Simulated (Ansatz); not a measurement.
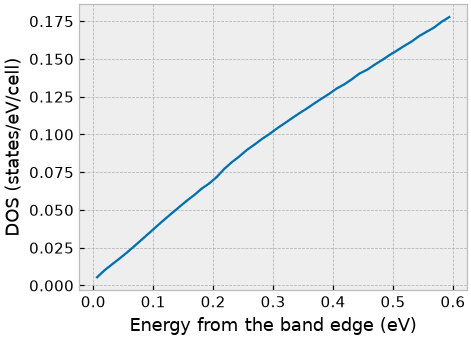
Figure: Density of states of BAs (F-43m) below the valence band maximum, PBE with spin-orbit coupling, rigid bands in Ansatz (an electronic-structure program); cell volume 27.1 Å³.

Q: What effective density of states at 300 K does this give (∫ g(E) exp(−E/k_BT) dE, both spins, divided by the cell's size)?

A: 1.2e19 cm⁻³, a density-of-states mass of 0.60 mₑ, valleys and band degeneracy included.

Geometry: cell and atoms relaxed with PBEsol.
